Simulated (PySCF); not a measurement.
# One shape, several levels: singlet SiHClF+

Wanted: a comparison of 4 runs (B3LYP/STO-3G, M06-2X/STO-3G, SVWN5/STO-3G, r2SCAN/STO-3G) of singlet SiHClF+. 

The calculation is run with PySCF 2.14.0.

8 further runs of the same task are left out: 3 that didn't finish, 5 set aside as unsound or not needed.

## 1. The structure to begin with

SiHClF+ has 4 atoms, charge +1, and is taken as a singlet. As SMILES of the parent species, `F[SiH]Cl`. The coordinates come from a GFN2-xTB relaxation. That shape belongs to the parent species and isn't relaxed for this state.

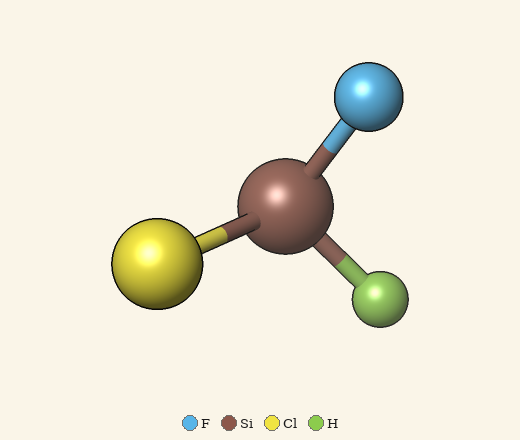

Viewed from a chosen angle; fluorine blue, silicon brown, chlorine yellow, hydrogen green.

## 2. A single-point energy at B3LYP/STO-3G (run 1)

Contents of input.py:

```python
from pyscf import gto, dft

system = gto.Mole()
system.atom = '''
F   -0.992950  -0.342310   1.062500
Si  -0.204890  -0.223210  -0.347440
Cl   1.732630  -0.546640   0.075470
H   -0.534790   1.112160  -0.790530
'''
system.spin = 0
system.verbose = 4
system.basis = 'sto-3g'
system.charge = 1
system.max_memory = 1860
system.build()

mf = dft.RKS(system)
mf.xc = 'b3lyp'
mf.conv_tol = 1e-10
mf.grids.level = 5
mf.kernel()
if not mf.converged:
    mf = mf.newton().run(mf.mo_coeff, mf.mo_occ)

etot = mf.e_tot
print('E(%s) = %.9f' % ('B3LYP', etot))
```

Launch:

```sh
OMP_NUM_THREADS=1 python input.py
```

The program printed:

```text
PySCF version 2.14.0

[... 74 lines left out ...]
converged SCF energy = -840.057342934605
E(B3LYP) = -840.057342935
```

It took 3.3 s on 1 thread of Arm Neoverse V2, shared host; peak memory 0.22 GiB.

## 3. The energy at M06-2X/STO-3G (run 2)

Contents of job.py:

```python
from pyscf import gto, dft

mol = gto.Mole()
mol.atom = [
    ('F', (-0.992950, -0.342310, 1.062500)),
    ('Si', (-0.204890, -0.223210, -0.347440)),
    ('Cl', (1.732630, -0.546640, 0.075470)),
    ('H', (-0.534790, 1.112160, -0.790530)),
]
mol.charge = 1
mol.max_memory = 1860
mol.spin = 0
mol.verbose = 3
mol.basis = 'sto-3g'
mol.build()

mf = dft.RKS(mol, xc='m06-2x')
mf.grids.level = 5
mf.conv_tol = 1e-10
mf.kernel()
if not mf.converged:
    mf = mf.newton().run(mf.mo_coeff, mf.mo_occ)

energy = mf.e_tot
print(f'total energy: {energy:.8f} hartree')
```

Launch:

```sh
OMP_NUM_THREADS=1 python job.py
```

The program printed:

```text
converged SCF energy = -840.091636735375
total energy: -840.09163674 hartree
```

Run time: 4.2 s. Hardware: 1 thread of Arm Neoverse V2, shared host; peak memory 0.22 GiB.

Run 3 isn't shown in full; the table further down has it.

## 4. The energy at r2SCAN/STO-3G (run 4)

Contents of start.xyz:

```xyz
4

F     -0.992950    -0.342310     1.062500
Si    -0.204890    -0.223210    -0.347440
Cl     1.732630    -0.546640     0.075470
H     -0.534790     1.112160    -0.790530
```

Contents of input.py:

```python
from pyscf import gto, dft

mol = gto.Mole()
mol.atom = 'start.xyz'
mol.charge = 1
mol.max_memory = 1860
mol.verbose = 4
mol.basis = 'sto-3g'
mol.build()

mf = dft.RKS(mol, xc='r2scan')
mf.grids.level = 5
mf.conv_tol = 1e-10
mf.kernel()
if not mf.converged:
    mf = mf.newton().run(mf.mo_coeff, mf.mo_occ)

etot = mf.e_tot
print('E = %.10f Eh' % etot)
```

Launch:

```sh
OMP_NUM_THREADS=1 python input.py
```

The program printed:

```text
PySCF version 2.14.0

[... 77 lines left out ...]
converged SCF energy = -840.022489865052
E = -840.0224898651 Eh
```

Run time: 4.5 s. Hardware: 1 thread of Arm Neoverse V2, shared host; peak memory 0.22 GiB.

## 5. Overview of the runs

```csv
run,level,energy (Eh),HOMO energy (eV),LUMO energy (eV),HOMO–LUMO gap (eV),wall time
1,B3LYP/STO-3G,-840.057343,-14.49,-10.12,4.37,3.3 s
2,M06-2X/STO-3G,-840.091637,-16.09,-9.12,6.97,4.2 s
3,SVWN5/STO-3G,-836.715261,-13.22,-10.64,2.59,1.8 s
4,r2SCAN/STO-3G,-840.022490,-13.63,-10.69,2.94,4.5 s
```

## 6. Results

```
            quantity          value
 run 4: total energy  -840.02249 Eh
  run 4: HOMO energy      -13.63 eV
  run 4: LUMO energy      -10.69 eV
run 4: HOMO–LUMO gap        2.94 eV
```

**Reading.** The HOMO–LUMO gap runs from 2.59 eV (SVWN5/STO-3G) to 6.97 eV (M06-2X/STO-3G). Totals of different functionals can't be ranked against each other. In runs 1, 2, 3, 4 the basis is minimal, so the values are rough. All runs together took 14 s, the longest 4.5 s.
